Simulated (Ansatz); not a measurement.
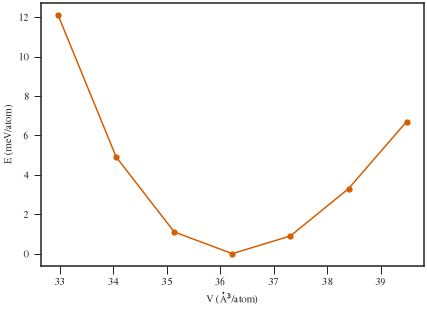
BiBr₃ in space group C2/m (No. 12; Bi on 4g, Br on 8j, Br on 4i) under volume change, r²SCAN+D4 (plane waves, PAW; program Ansatz), shape and atoms relaxed at each volume.

What does a third-order Birch–Murnaghan fit give for V₀, B₀ and B′?

V₀ = 36.22 Å³/atom, B₀ = 9.8 GPa, B′ = 8.8.

The workflow started from a Materials Project entry (that database holds measured and hypothetical structures alike); the Crystallography Open Database files this formula in space group No. 12, but the cells were not matched. Whether it is the stable phase at ambient conditions was not checked. The cell was relaxed with r²SCAN+D4 under the symmetry of its start; its stability against distortions is not shown here. Scalar-relativistic: spin–orbit coupling is off unless named, which matters more the heavier the elements.

Potentials: the later of the program's two PAW sets.
